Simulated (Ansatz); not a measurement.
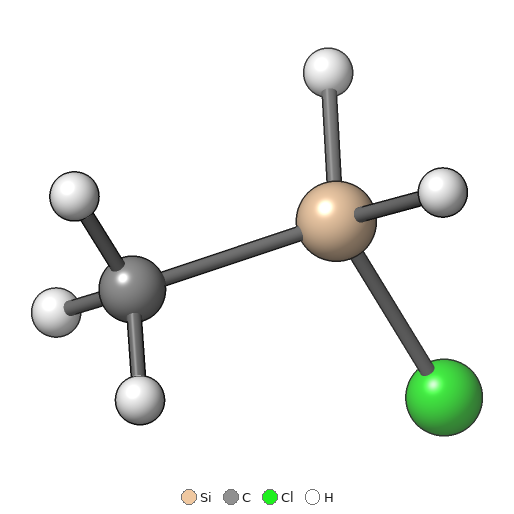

Rendered structure (ball-and-stick style).

The geometry was computed by an optimisation with PBE0-D4/def2-TZVP. No frequency run is at hand to confirm it as a minimum.

Describe the molecule.

Formula CH5ClSi. This geometry has Cs symmetry. Coordination: 1 Si tetrahedral; 1 C tetrahedral.
